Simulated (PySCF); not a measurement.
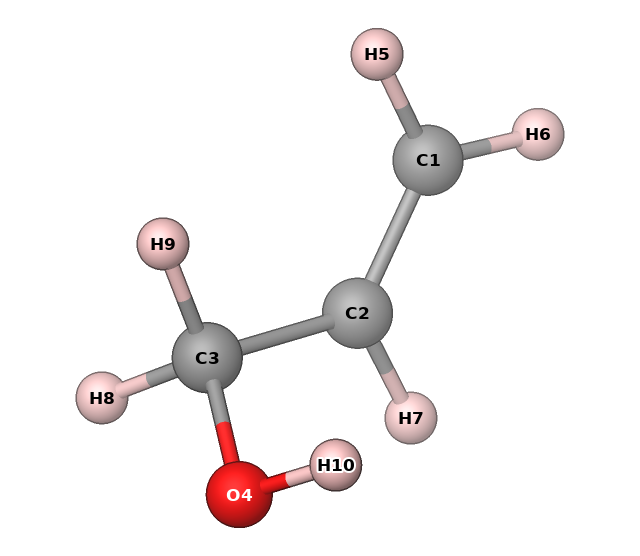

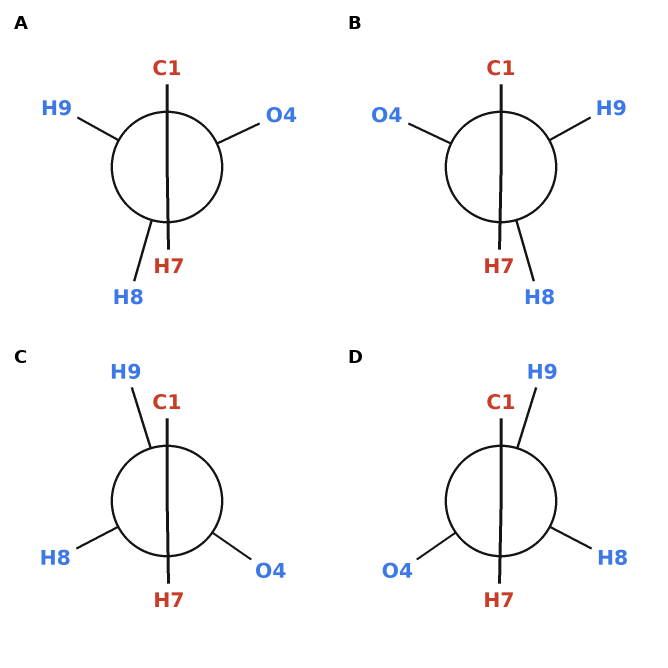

Atoms fade into the background with distance from the viewer. Bonds that would overlap in a projection are set slightly apart. The computed structure is the end point of a PBE0-D3(BJ)/def2-SVP optimisation. No frequency run is at hand to confirm it as a minimum.

Q: Which Newman projection shows the view along C2–C3, with C2 in front?

A: D. The torsion angle C1–C2–C3–O4 is −125°, anticlinal.
